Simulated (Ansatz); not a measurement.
# CH$_{5}$GeIn: what the fields show

Input

```
crystal:
  periodic: [false, false, false]
  atoms:
    - {symbol: C, position_ang: [0.737851, -0.372854, 0.954059]}
    - {symbol: Ge, position_ang: [-1.119239, 0.293091, 0.226946]}
    - {symbol: In, position_ang: [0.670158, -0.398314, -2.168743]}
    - {symbol: H, position_ang: [0.526843, -1.242418, 1.608621]}
    - {symbol: H, position_ang: [-1.210090, -0.910344, -0.970697]}
    - {symbol: H, position_ang: [1.143024, 0.446472, 1.581482]}
    - {symbol: H, position_ang: [1.576701, -0.689656, 0.283741]}
    - {symbol: H, position_ang: [-0.426218, 1.237833, -1.005138]}
basis:
  gaussian:
    orbitals: def2-TZVPD
hamiltonian:
  xc: pbe0
output:
  forces: true
  orbitals: {seedname: orbitals}
```

Launched as:

```sh
ansatz run input.yaml --threads 2 --pin off --max-ram 4350MiB --events-out events.jsonl --progress --plain --runs-dir runs
```

Geometry: BLYP-D3(BJ)/def2-SVP; core potentials replace the inner electrons of In.

Level of theory: isolated molecule in a Gaussian basis; Kohn-Sham density functional theory, functional PBE0 in Ansatz.

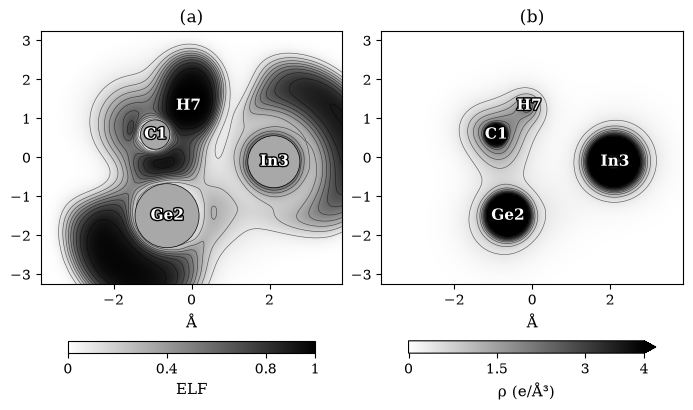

Figure 1. (a) ELF; (b) electron density on the plane of atoms Ge2, C1 and H7. Grey discs cover the atomic cores in the ELF map.

### Read the bonding off the picture.

Atoms in the plane: C, Ge, In and H.
C–Ge (2.10 Å): ρ at the midpoint is about 0.66 e/Å³; the ELF peaks at about 0.90 in the valence shell of C, 0.8 Å from its nucleus, and is about 0.70 at the midpoint.
C–H (1.12 Å): ρ is about 1.8 e/Å³ halfway; the ELF climbs to about 1 towards the hydrogen, as it does in any bond to H: an ordinary covalent bond to hydrogen.

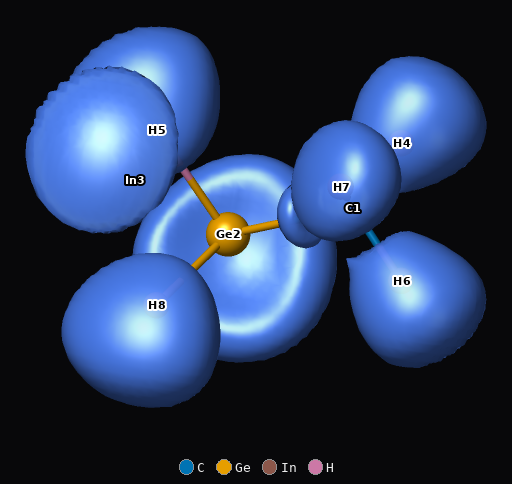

Figure 2. Isosurface of the electron localisation function at 0.85 (blue), seen from one side. Only the valence region is drawn (cores and ρ < 0.01 e/Å³ removed).

### Where are the electrons localised?

At this value the surface marks out five regions around hydrogen nuclei, one lobe of the valence shell of C pointing towards Ge (polar bonds), one lobe on Ge, pointing away from the bonds (lone pairs) and one lobe on In, pointing away from the bonds (lone pairs). Profiles from the grid: In3···H5 (2.29 Å): the ELF dips to about 0.15 between them.

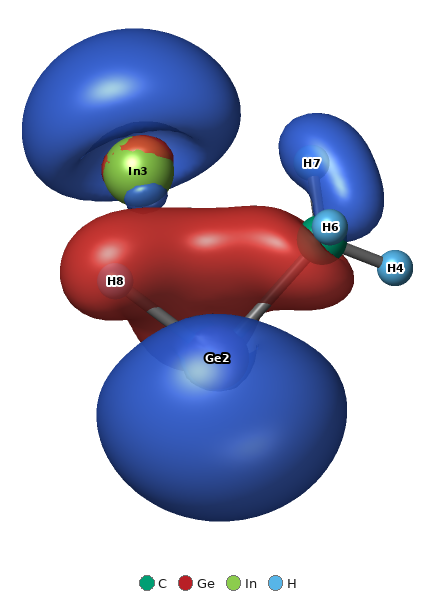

Figure 3. One frontier orbital at ±0.08 Å⁻³ᐟ² (blue and red are the two phases), seen at a tilt.

### Which orbital is it: HOMO or LUMO?

The HOMO, at −5.79 eV. It lies mainly on Ge2 (about 60 %), In3 (about 20 %) and C1 (about 5 %).
